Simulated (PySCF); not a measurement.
# C₅H₁₀AsBO: circular dichroism and optical rotation, excited states

Aim: compute the circular dichroism and optical rotation, excited states of C₅H₁₀AsBO (`C#C[B@@H-]([AsH3+])C1COC1`).

Computed with PySCF 2.14.0 and routines of our own; the level stands in each step. Atoms count from 0.

### Step 1. The starting structure

18 atoms, charge 0, multiplicity 1; geometry from: GFN2-xTB.

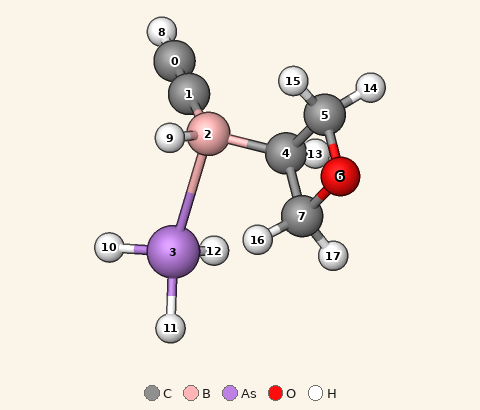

The starting geometry (carbon grey, boron pink, arsenic purple, oxygen red, hydrogen white).

### Step 2. Circular dichroism and optical rotation: TDDFT wB97X-D/def2-SVPD

What the job is given:

```
{"job": {"kind": "ecd", "xc": "wB97X-D", "basis": "def2-SVPD", "nstates": 12}, "charge": 0, "multiplicity": 1}
C      2.729287     1.488761     0.915391
C      1.777903     1.072022     0.302231
B      0.568490     0.577148    -0.457052
As     1.298370    -1.981624    -0.088768
C     -0.813834     0.458146     0.314056
C     -1.900425     1.499439    -0.036472
O     -2.817112     0.481388    -0.435524
C     -1.850857    -0.546692    -0.223768
H      3.556034     1.868057     1.445054
H      0.590719     0.551721    -1.630881
H      2.762374    -2.217241    -0.250953
H      1.045825    -3.464681    -0.152308
H      1.450673    -2.067852     1.390958
H     -0.693064     0.371375     1.396612
H     -2.282735     2.090176     0.800675
H     -1.654172     2.166263    -0.868704
H     -1.572727    -1.037667    -1.166714
H     -2.203508    -1.302422     0.487859
```

Method: TDDFT wB97X-D/def2-SVPD circular dichroism and optical rotation, one conformer, gas phase.

Launch:

```console
> OMP_NUM_THREADS=1 python excited_run.py task.json out
```

This one command runs all jobs of the session in turn.

The program printed:

```text
coarse grid: 68312 points
cycle   1  E = -2531.7493327878  dE =  3.275e-01  |g| = 6.698e-01  |ddm| = 1.140e+01
cycle   2  E = -2531.7426626350  dE =  6.670e-03  |g| = 7.637e-01  |ddm| = 2.300e+00
cycle   3  E = -2531.8470133907  dE = -1.044e-01  |g| = 7.502e-02  |ddm| = 1.144e+00
cycle   4  E = -2531.8481879231  dE = -1.175e-03  |g| = 3.082e-02  |ddm| = 3.169e-01
cycle   5  E = -2531.8483958433  dE = -2.079e-04  |g| = 8.406e-03  |ddm| = 1.125e-01
cycle   6  E = -2531.8484112522  dE = -1.541e-05  |g| = 4.381e-03  |ddm| = 3.056e-02
cycle   7  E = -2531.8484163332  dE = -5.081e-06  |g| = 1.080e-03  |ddm| = 1.064e-02
final grid: 145256 points
cycle   8  E = -2531.8483704951  dE = -1.862e-06  |g| = 1.341e-03  |ddm| = 2.603e-02
cycle   9  E = -2531.8483701997  dE =  2.954e-07  |g| = 1.792e-03  |ddm| = 5.948e-03
cycle  10  E = -2531.8483709837  dE = -7.840e-07  |g| = 1.611e-04  |ddm| = 2.581e-03
cycle  11  E = -2531.8483709952  dE = -1.149e-08  |g| = 6.430e-05  |ddm| = 5.047e-04
cycle  12  E = -2531.8483709984  dE = -3.227e-09  |g| = 2.342e-05  |ddm| = 3.487e-04
cycle  13  E = -2531.8483709989  dE = -4.898e-10  |g| = 9.151e-06  |ddm| = 8.907e-05
converged SCF energy = -2531.8483709989

Singlet excitations and rotatory strengths (1e-40 esu^2 cm^2)
state   eV       nm     f(len)   f(vel)    R(len)    R(vel)   main configurations
  1   4.5633   271.7  0.00002  0.00003    -0.152    -0.128   H-1->L 0.78, H->L 0.08
  2   5.3464   231.9  0.00183  0.00201     1.018     1.258   H->L 0.86
  3   5.6004   221.4  0.23118  0.23185     6.476     6.209   H-2->L 0.77
  4   6.2571   198.1  0.06618  0.06767    -7.061    -7.214   H-3->L 0.78
  5   6.4756   191.5  0.13374  0.13428   -43.404   -43.370   H-4->L 0.72
  6   6.6700   185.9  0.00556  0.00579     9.098     8.994   H-5->L 0.41, H-6->L 0.31, H-4->L 0.11
  7   6.9827   177.6  0.00069  0.00064    -3.913    -3.559   H->L+2 0.33, H->L+5 0.33, H->L+4 0.11
  8   7.1424   173.6  0.00375  0.00385     1.041     1.068   H-2->L+4 0.34, H-2->L+6 0.11, H-2->L+5 0.09
  9   7.2638   170.7  0.00868  0.00943    11.167    11.133   H->L+1 0.41, H->L+2 0.22, H->L+5 0.15
 10   7.3426   168.9  0.03012  0.03162    -6.980    -7.275   H-2->L+2 0.61, H-2->L+1 0.14
 11   7.4341   166.8  0.11267  0.11372    -7.721    -7.780   H-6->L 0.43, H-5->L 0.30
 12   7.4439   166.6  0.10168  0.10584    11.627    11.822   H-2->L+1 0.54, H-2->L+2 0.14

Specific rotation (deg / (dm g/mL))
    nm     length   length(OI)   velocity    alpha(len)  alpha(vel)
  633.0     -33.23     -33.29     -32.97      114.475    114.607
  589.3     -39.44     -39.52     -39.13      115.109    115.247
  546.0     -47.61     -47.71     -47.21      115.914    116.059
  436.0     -86.34     -86.59     -85.47      119.381    119.557
  405.0    -106.81    -107.17    -105.65      121.042    121.232
  365.0    -147.16    -147.75    -145.30      124.078    124.295
  355.0    -161.08    -161.77    -158.94      125.070    125.296
```

Wall time 93 s (1 thread of AMD EPYC 9B45, shared host); peak memory 1.3 GiB.

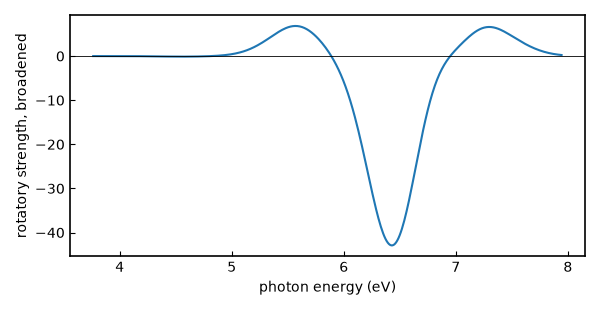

Circular dichroism: velocity-form rotatory strengths under Gaussians of 0.3 eV half-width at 1/e.

The fields below are evaluated on a grid from the run's orbitals.

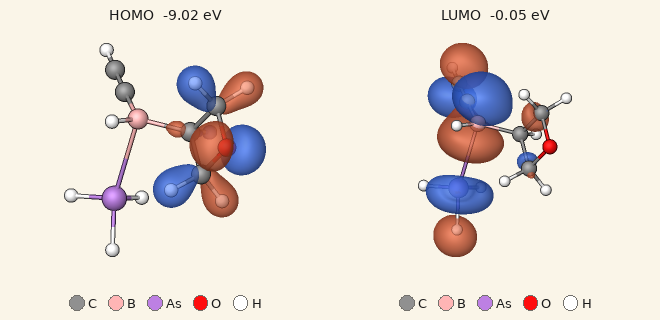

Frontier orbitals at wB97X-D/def2-SVPD; each surface holds 70 % of the orbital's density, blue and red mark the sign.

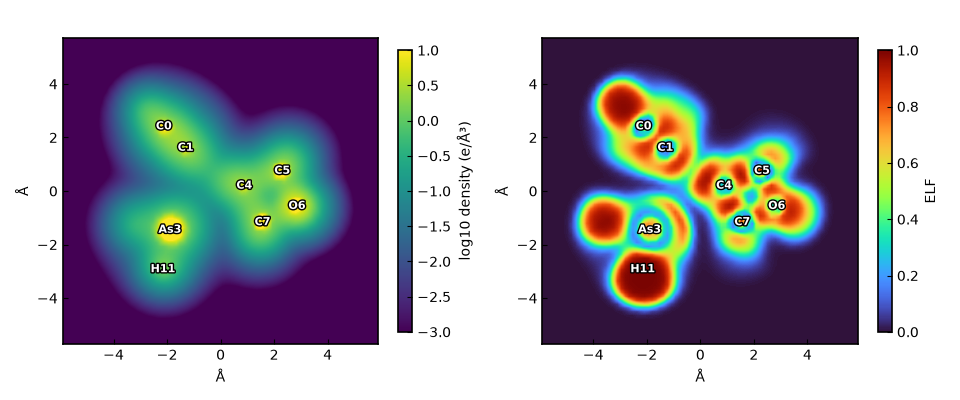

Density (left) and ELF (right) in a plane through or near 8 of the atoms.

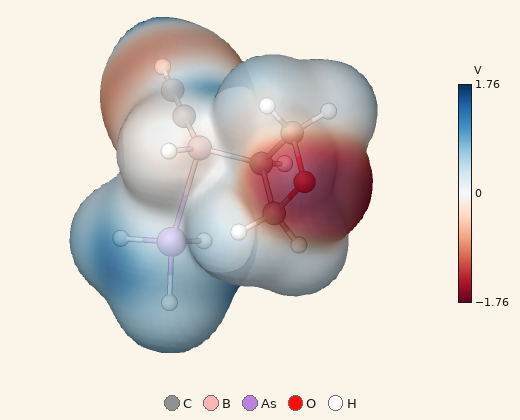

The potential that a unit positive charge feels on the 0.002 e/bohr³ surface, from -1.76 V near O6 to 1.51 V near H8.

### Step 3. Excited states: TDA LC-wPBE/def2-SVP

The job, as its differences from that of step 2:

```diff
@@ -1,2 +1,2 @@
-{"job": {"kind": "ecd", "xc": "wB97X-D", "basis": "def2-SVPD", "nstates": 12}, "charge": 0, "multiplicity": 1}
+{"job": {"kind": "states", "xc": "LC-wPBE", "basis": "def2-SVP", "tda": true, "soc": true, "nstates": 6, "ntriplets": 5, "nquad": 4}, "charge": 0, "multiplicity": 1}
 C      2.729287     1.488761     0.915391
```

Method: TDA LC-wPBE/def2-SVP excited states, vertical, gas phase, spin-orbit mean-field couplings.

The program printed:

```text
coarse grid: 68312 points
cycle   1  E = -2531.2473572712  dE =  4.788e-01  |g| = 7.256e-01  |ddm| = 4.434e+00
cycle   2  E = -2531.2739802286  dE = -2.662e-02  |g| = 7.199e-01  |ddm| = 1.187e+00
cycle   3  E = -2531.3635183141  dE = -8.954e-02  |g| = 6.719e-02  |ddm| = 5.438e-01
cycle   4  E = -2531.3647132897  dE = -1.195e-03  |g| = 3.030e-02  |ddm| = 1.158e-01
cycle   5  E = -2531.3649069026  dE = -1.936e-04  |g| = 7.823e-03  |ddm| = 4.504e-02
cycle   6  E = -2531.3649224554  dE = -1.555e-05  |g| = 2.788e-03  |ddm| = 1.191e-02
cycle   7  E = -2531.3649248226  dE = -2.367e-06  |g| = 1.248e-03  |ddm| = 4.629e-03
final grid: 145256 points
cycle   8  E = -2531.3648427863  dE = -4.617e-07  |g| = 1.511e-03  |ddm| = 3.026e-03
cycle   9  E = -2531.3648423667  dE =  4.196e-07  |g| = 1.857e-03  |ddm| = 2.573e-03
cycle  10  E = -2531.3648433980  dE = -1.031e-06  |g| = 1.280e-04  |ddm| = 1.365e-03
cycle  11  E = -2531.3648433993  dE = -1.305e-09  |g| = 7.287e-05  |ddm| = 2.488e-04
cycle  12  E = -2531.3648434164  dE = -1.712e-08  |g| = 2.040e-05  |ddm| = 2.254e-04
cycle  13  E = -2531.3648434167  dE = -3.215e-10  |g| = 1.131e-05  |ddm| = 3.975e-05
converged SCF energy = -2531.3648434167

Singlet excitations
state   eV       nm        f     d(h-e)  d(exc)  Lambda  PR(NTO)  |dmu|/D   mu/D   main configurations
  1   4.7567   260.7   0.00005   0.607   2.662   0.481   1.037    2.283    4.047   H-1->L 0.69, H-2->L 0.09, H-3->L 0.09
  2   5.9415   208.7   0.22903   0.454   2.722   0.617   1.512    1.436    4.544   H-2->L 0.60, H-1->L+3 0.11
  3   6.0281   205.7   0.00351   2.557   3.826   0.231   1.052    9.124    6.504   H->L 0.80
  4   6.6968   185.1   0.08293   1.441   3.237   0.461   1.166    5.159    2.877   H-3->L 0.58, H-1->L 0.14
  5   6.9030   179.6   0.08698   0.816   2.902   0.517   1.339                     H-5->L 0.29, H-6->L 0.21, H-4->L 0.14
  6   7.0377   176.2   0.15142   0.872   3.028   0.570   1.236                     H-4->L 0.52, H-6->L 0.10, H-2->L 0.08

Triplet excitations (Tamm-Dancoff)
state   eV     d(h-e)  d(exc)  Lambda  PR(NTO)   main configurations
  1   4.2907   0.400   2.525   0.612   1.113   H-2->L 0.65, H-4->L 0.11
  2   4.3254   0.502   2.561   0.469   1.080   H-1->L 0.71, H-3->L 0.12
  3   5.4998   0.374   2.571   0.597   2.029   H-2->L 0.21, H-4->L 0.19, H-1->L+3 0.19
  4   5.6884   0.091   2.270   0.594   1.966   H-1->L+3 0.36, H-4->L 0.15
  5   5.7686   1.750   3.296   0.325   1.191   H->L 0.52, H-6->L 0.15, H-5->L 0.10
S1 - T1 = 0.4661 eV

Spin-orbit couplings |<S|Hso|T>| (cm-1)
             T1       T2       T3       T4       T5
S0       87.960   15.625  224.095  139.275   30.850
S1        7.222    2.053    2.459   10.085    2.132
S2        8.660   10.691   12.289   11.405    3.788
S3        1.770    5.291    8.085    8.011    6.924
S4       17.705    6.298   23.515   11.844   25.345
S5       22.651    7.072   29.722   16.664    4.709
S6       25.690    7.625   27.399   12.692   12.533
T1 sublevels (cm-1): 0.000 0.147 0.277   radiative rates (1/s): 2.13 2.97e+03 846
```

It took 36 s on 1 thread of AMD EPYC 9B45, shared host; peak memory 0.96 GiB.

In short:

| quantity | value |
| --- | --- |
| S1 less T1 | 0.47 eV |

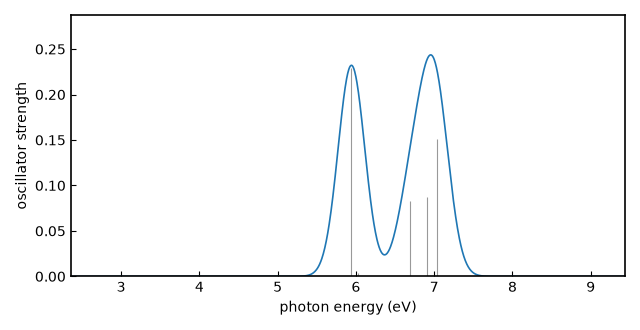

Absorption lines of the singlets. Lines are broadened to a width of 0.40 eV (Gaussian).

### Step 4. Summary of results

| quantity | value |
| --- | --- |
| state of largest rotatory strength (velocity form) among 12 (step 2, TDDFT wB97X-D/def2-SVPD) | 6.48 eV, R = -43.4 (velocity), -43.4 (length) ·10⁻⁴⁰ esu² cm² |
| specific rotation at 633.0 nm (step 2, TDDFT wB97X-D/def2-SVPD) | -33.0 (velocity), -33.2 (length) |
| potential on the surface of density 0.002 e/bohr³, 1st and 99th percentile | -1.76 V and 1.51 V |
| S1 less T1 (step 3, TDA LC-wPBE/def2-SVP) | 0.47 eV |

**Reading.** Steps that list no spin-orbit terms leave them out, which matters at and beside the heavy atoms. Rotations belong to one conformer. Scalar relativity is left out for the heavy atoms. In step 3, the number of triplets below S1 is 2, and the largest singlet-triplet spin-orbit coupling is S0–T3, 224.09 cm⁻¹.
